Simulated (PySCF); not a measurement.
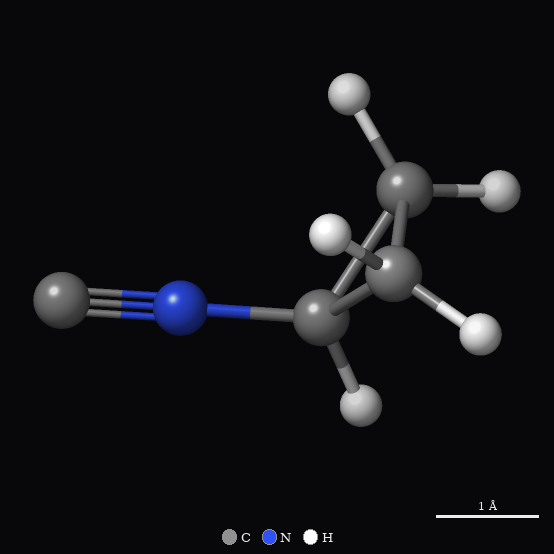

Rendered structure (ball-and-stick style). Double and triple bonds are drawn as two and three sticks.

Give the formula.

C₄H₅N, 10 atoms: 4 carbon, 5 hydrogen and 1 nitrogen.

Does it have rings?

Independent rings (smallest set): 1 of 3 members.

Give a SMILES string for it.

[C-]#[N+]C1CC1

The parts below concern this one geometry. Atoms keep their numbers from picture to picture. The geometry was computed by an optimisation with PBE0-D3(BJ)/def2-SVP. No frequency run is at hand to confirm it as a minimum.

### Shape

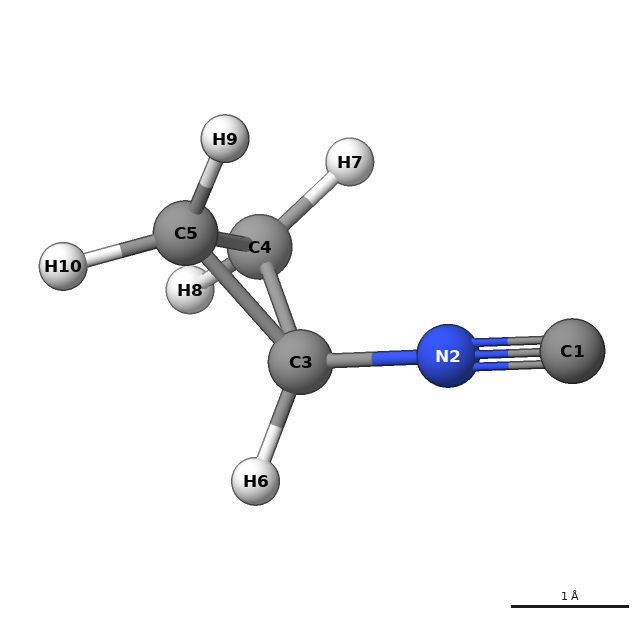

Atoms carry their numbers in the input. No frequency run is at hand to confirm it as a minimum.

Give the bond lengths.

| bond | length (Å) | order |
| --- | --- | --- |
| C1–N2 | 1.174 | triple |
| N2–C3 | 1.392 | single |
| C3–C4 | 1.504 | single |
| C3–C5 | 1.503 | single |
| C3–H6 | 1.094 | single |
| C4–C5 | 1.496 | single |
| C4–H7 | 1.092 | single |
| C4–H8 | 1.093 | single |
| C5–H9 | 1.092 | single |
| C5–H10 | 1.093 | single |

### Excitation

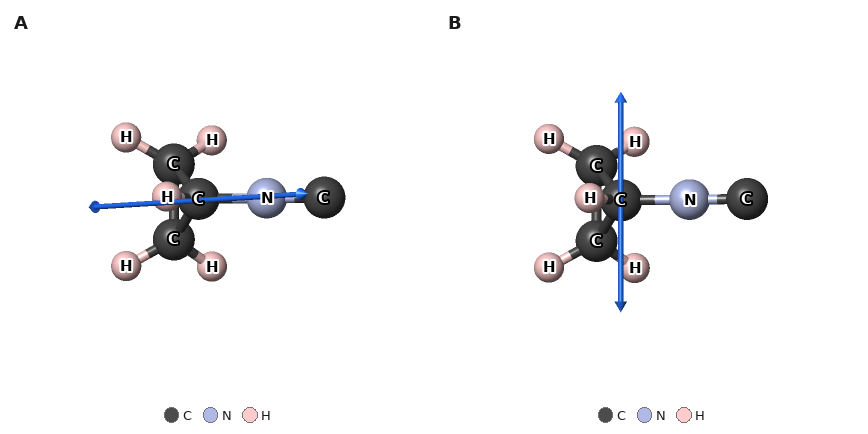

The double arrows show the directions of two transition dipoles from the ground state (lengths mean nothing). No frequency run is at hand to confirm it as a minimum. Properties computed with TDDFT CAM-B3LYP/def2-SVPD, vertical, gas phase, core orbitals frozen in the response (PySCF 2.14.0).

One belongs to singlet state 2 and one to singlet state 5. Which is which?

A: state 2, 7.76 eV (160 nm), oscillator strength 0.058, of mixed character, with the largest part HOMO → LUMO+2 (weight 0.37).
B: state 5, 8.14 eV (152 nm), oscillator strength 0.071, mainly HOMO−1 → LUMO+2 (weight 0.59).

### NMR shielding

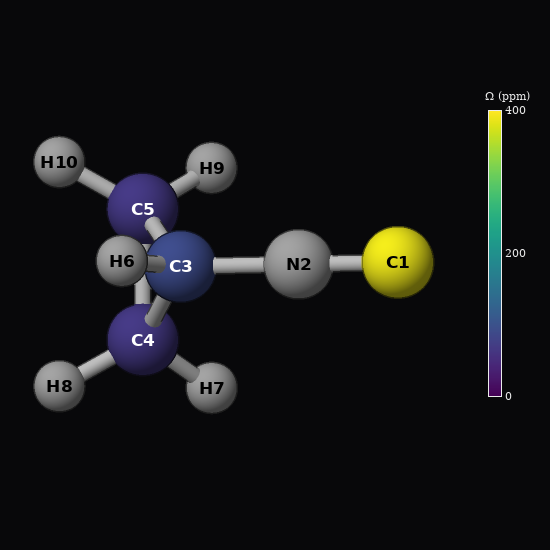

The C atoms are coloured by the span of their shielding tensor. No frequency run is at hand to confirm it as a minimum. Level of theory: GIAO PBE0/pcSseg-1 NMR shielding, non-relativistic, gas phase (PySCF 2.14.0). Principal shieldings σ11 ≤ σ22 ≤ σ33, span Ω = σ33 − σ11, skew κ = 3(σiso − σ22)/Ω.

Which C atom has the most anisotropic shielding?

C1, with a span of 388 ppm.

Give the shielding tensors of the C atoms.

```
  atom     σ11     σ22    σ33   σiso      Ω     κ
    C1  −125.4  −121.6  262.6    5.2  388.0  0.98
    C3   129.1   142.2  220.7  164.0   91.6  0.72
C4, C5   141.0   171.2  207.0  173.1   66.0  0.08
```

Shieldings and span in ppm.

### Polarisability

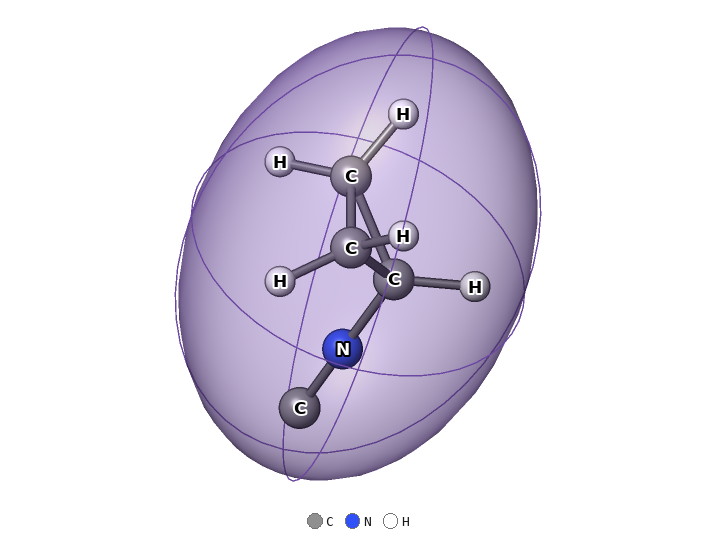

The ellipsoid shows the static dipole polarisability: its half-axes are proportional to the principal values. No frequency run is at hand to confirm it as a minimum. Computed with CAM-B3LYP/def2-SVPD (PySCF 2.14.0).

Give the principal values, the mean and the anisotropy.

Principal values 42.5, 44.6, 64.6 bohr³; mean 50.6 bohr³ (7.49 Å³); anisotropy 21.1 bohr³, so the longest axis is 1.52 times the shortest.
